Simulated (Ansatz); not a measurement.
The parent structure is NaCl in the rock salt structure (space group Fm-3m, No. 225; a = 5.601 Å). Axes: x, y, z lie along the cube axes.

Perturbation: biaxial strain +0.83 %, plane normal [111], relaxed out of plane (Cartesian); in-plane vectors clamped, the third vector and the atoms free.

Method: Ansatz (a program for electronic structure) PBEsol, no SOC.

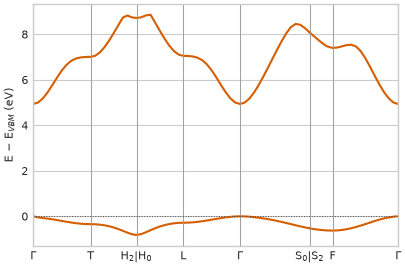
Figure: Highest valence and lowest conduction band along the path of the changed cell's own zone

Task: Read the changed gap and its character from the plot.

Result: About 4.9 eV, direct at Γ.

No phonon test of stability was made. Labels are those of the standard path for the cell's own space group.
